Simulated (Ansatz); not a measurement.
A relaxed structure of MgO. Space group Fm-3m (No. 225), rock salt type. Method: r2SCAN (plane waves to 500 eV, PAW, scalar-relativistic; Ansatz, a quantum-chemistry and plane-wave program).

```cif
data_Mg4O4
_chemical_formula_sum 'O4 Mg4'
_space_group_name_H-M_alt 'Fm-3m'
_space_group_IT_number 225
_space_group_name_Hall '-F 4 2 3'
_cell_length_a 4.20758
_cell_length_b 4.20758
_cell_length_c 4.20758
_cell_angle_alpha 90.000
_cell_angle_beta 90.000
_cell_angle_gamma 90.000
loop_
_atom_site_label
_atom_site_type_symbol
_atom_site_symmetry_multiplicity
_atom_site_Wyckoff_symbol
_atom_site_fract_x
_atom_site_fract_y
_atom_site_fract_z
_atom_site_occupancy
O1 O 4 a 0.00000 0.00000 0.00000 1
Mg1 Mg 4 b 0.50000 0.50000 0.50000 1
```
(The calculation used a cell of 2 atoms; values per cell refer to that cell.)

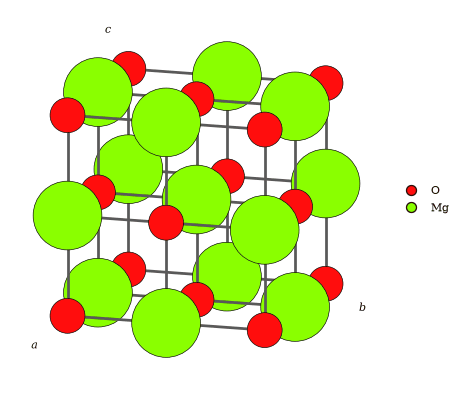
The conventional cell of the relaxed structure

* **Volume per atom**: 9.31 Å³
* **Band gap**: 5.68 eV, direct at Γ (no spin-orbit coupling)
* **Shortest distances**: Mg–O 2.10 Å; O–O 2.98 Å; Mg–Mg 2.98 Å
* **k-mesh**: 13×13×13

No spin polarisation in the result.

Measured for MgO: a 4.189 Å (static lattice; corrected from measurement; as listed in Daniel Mejia-Rodriguez, S. B. Trickey, Phys. Rev. B (2018)); gap 8.36 eV (static lattice; corrected from measurement; as listed in Wei Chen et al., Physical Review Materials (2018)). Computed minus measured — a: r2SCAN +0.4 %; gap: r2SCAN -2.68 eV. The computed values are for a static lattice, and a measured gap can be an optical one, lowered by exciton binding.

The run could not lose the symmetry of its start; a randomly shaken copy of 2 atoms returns to this structure.

All atoms sit on sites fixed by symmetry, so only the cell could relax.
